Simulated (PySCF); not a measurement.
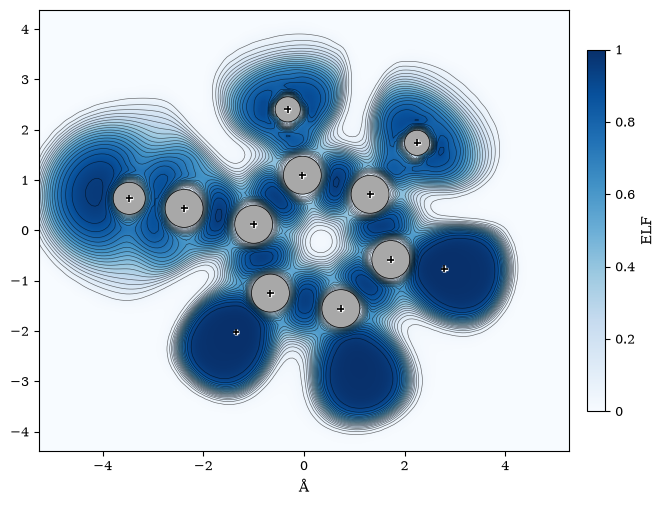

The electron localisation function on a plane through atoms (crosses mark nuclei in the plane; grey discs cover the cores).

Theory: PBE0/pcSseg-1, SCF density, gas phase, non-relativistic in PySCF.

Candidates:
A. C₇H₃F₂N (SMILES N#Cc1cccc(F)c1F)
B. C₇H₈P (SMILES C1=C[PH+]2C=CC1C=C2) (charge +1)

Which candidate gave the map?

Answer. Candidate A: C₇H₃F₂N on the plane of atoms C3, C9 and C7, which holds N, C, F and H. C–N (1.13 Å): the ELF peaks at about 0.85 between the atoms; a short, multiple covalent bond. C–F (1.34 Å): the ELF peaks at about 0.85 between the atoms, as expected for a shared but strongly polarised pair.
